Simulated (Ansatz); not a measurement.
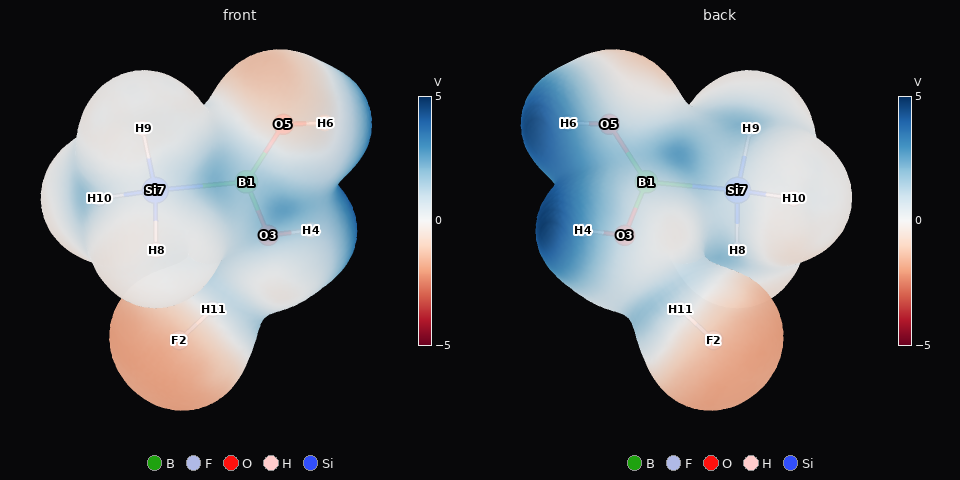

The picture shows: BH5O2Si···HF. The electrostatic potential painted on the density surface at 0.004 e/bohr³, seen from the front and from behind; red is negative and blue positive.

The calculation used RHF/cc-pVDZ (Ansatz).

```xyz
11

B    -0.0923    0.5083   -0.3878
F     0.5390    0.1099    3.0402
O     0.1384   -0.5678    0.4406
H     0.1018   -1.4282    0.0458
O    -0.3598    0.3469   -1.7055
H    -0.3816   -0.5430   -2.0284
Si   -0.0267    2.3951    0.4179
H     1.2998    2.6442    1.0437
H    -0.2516    3.4097   -0.6479
H    -1.0828    2.5489    1.4546
H     0.4251   -0.2397    2.2079
```

Which sites attract a positive test charge, and which a negative one?

A positive charge is drawn to the negative regions and a negative charge to the positive ones. The most negative region (about −1.9 V, or −44 kcal/mol for a unit charge) lies over F2, the most positive (about +4.6 V, or +106 kcal/mol for a unit charge) over H4 and H6.
